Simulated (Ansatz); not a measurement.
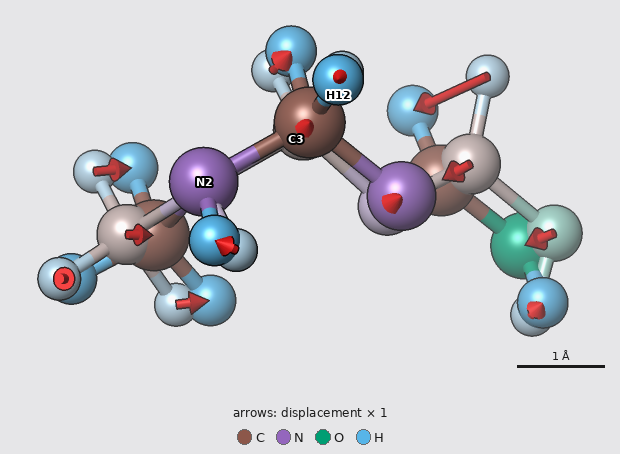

This is a relaxation of C$_{3}$H$_{8}$N$_{2}$O. The starting structure is drawn faded, the final one solid; red arrows show the displacements, at their true length. The two geometries are superimposed by the best rigid fit.

A ball-and-stick model, seen at a tilt.

The run prepares an end point of a later path (hydrogen shift) calculation, from a guessed geometry.

Computed with RKS LDA/def2-SVP (Ansatz 0.2.0). (no spin polarisation; force threshold 0.02 eV/Å; at most 50 steps)

> Describe the change and its energy.

The atom that moves furthest after the best rigid fit is an H atom (1.19 Å). By element the largest moves are H 1.19 Å, C 0.45 Å, O 0.45 Å, N 0.41 Å. Among the contacts that change: C–H 1.054 → 1.120 Å, C–H 1.176 → 1.123 Å, C–H 1.071 → 1.115 Å, C–N 1.224 → 1.265 Å. Bond angles that change, for instance: N–C–H 110.1° → 115.2°, C–N–H 105.4° → 110.1°, H–C–H 111.4° → 106.8°. Groups turn about C–N by about 60°. The energy falls by 53.8 kJ/mol in 18 accepted moves (21 points after the start). The largest force component goes from 3.6 to 0.0069 eV/Å. The line search rejected the trial steps at points 3, 10, 20 of the run.
